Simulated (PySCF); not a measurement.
SMILES CB(CC=C)OC, GFN2-xTB optimised geometry. Atoms within 1.6 Å of the plane z = 0.0 Å (x, y, z in Å): B1 (-0.56, -0.08, 0.00), C2 (-1.47, -1.41, 0.03), C3 (-1.47, -2.01, 1.40), H5 (-1.09, -2.16, -0.68), H6 (-2.50, -1.18, -0.26), C10 (-1.27, 1.34, 0.00), H11 (-1.93, 1.44, 0.85), H12 (-1.88, 1.48, -0.89), H13 (-0.55, 2.16, 0.04), O14 (0.77, -0.08, 0.00), C15 (1.62, -1.20, 0.02), H16 (1.14, -2.10, -0.36), H17 (2.50, -0.97, -0.59), H18 (1.95, -1.38, 1.05).

Computed with B3LYP/def2-SVP (PySCF). Cells within 0.4 Å of a nucleus heavier than hydrogen are left out (blank, or x).

Map of the HOMO−1 amplitude (bohr^(-3/2)), clipped to [-0.25, 0.25] on the plane z = 0.0 Å; orbital energy -8.14 eV, overall sign arbitrary:

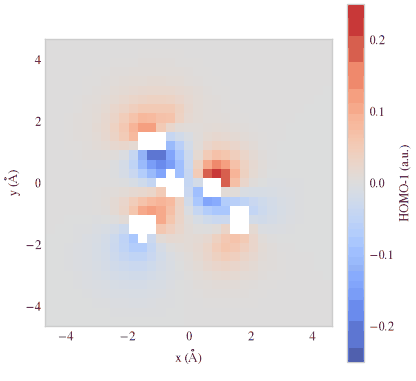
Figure. HOMO−1 amplitude (bohr^(-3/2)), clipped to [-0.25, 0.25] on the plane z = 0.0 Å.
